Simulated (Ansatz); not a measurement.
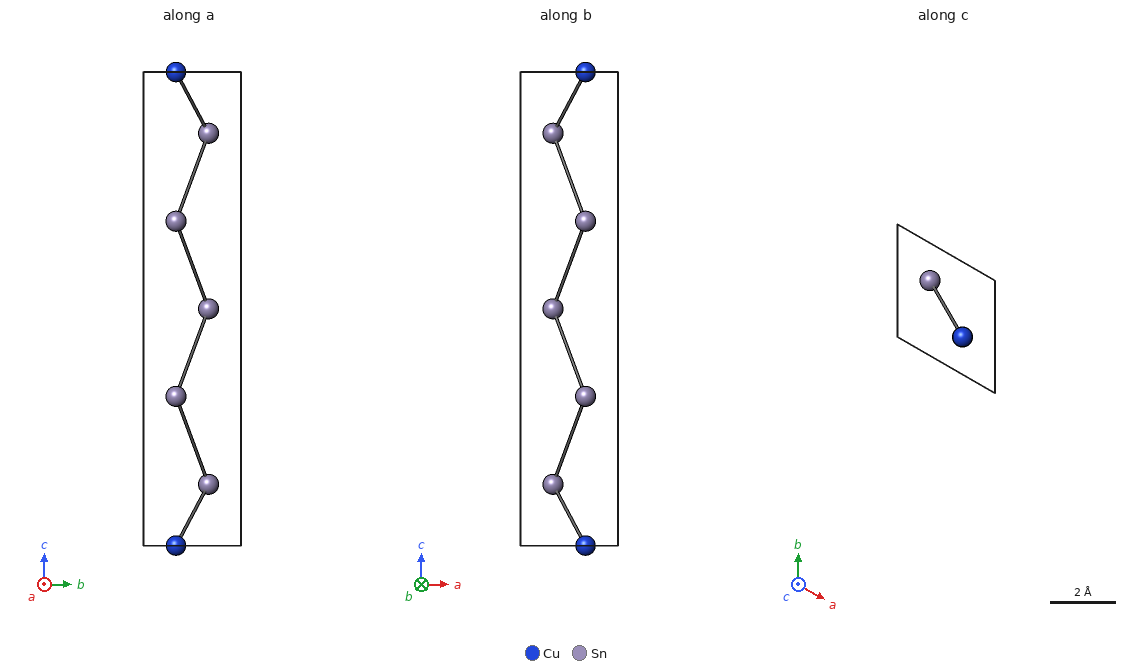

Structure drawing (ball-and-stick), viewed along the a axis, along the b axis and along the c axis. The outline marks the conventional unit cell.

Lattice parameters: a = 3.4704 Å, b = 3.4704 Å, c = 14.5880 Å, α = 90.000°, β = 90.000°, γ = 120.000°.

Set out the cell and atoms as a CIF in P1 with every atom of the cell, with free fractional coordinates to two decimals.

```cif
data_structure
_symmetry_space_group_name_H-M 'P 1'
_symmetry_Int_Tables_number 1
_cell_length_a 3.4704
_cell_length_b 3.4704
_cell_length_c 14.5880
_cell_angle_alpha 90.000
_cell_angle_beta 90.000
_cell_angle_gamma 120.000
_cell_volume 152.15
loop_
_atom_site_label
_atom_site_type_symbol
_atom_site_fract_x
_atom_site_fract_y
_atom_site_fract_z
_atom_site_occupancy
Cu1 Cu 0.6667 0.3333 0.00 1
Sn1 Sn 0.3333 0.6667 0.87 1
Sn2 Sn 0.3333 0.6667 0.13 1
Sn3 Sn 0.3333 0.6667 0.50 1
Sn4 Sn 0.6667 0.3333 0.32 1
Sn5 Sn 0.6667 0.3333 0.68 1
```

Its origin is a structure type filled with these elements by a generator (whether the compound takes this form wasn't checked). The geometry was optimised with DFT PBE, scalar-relativistic, plane waves, PAW (Ansatz).
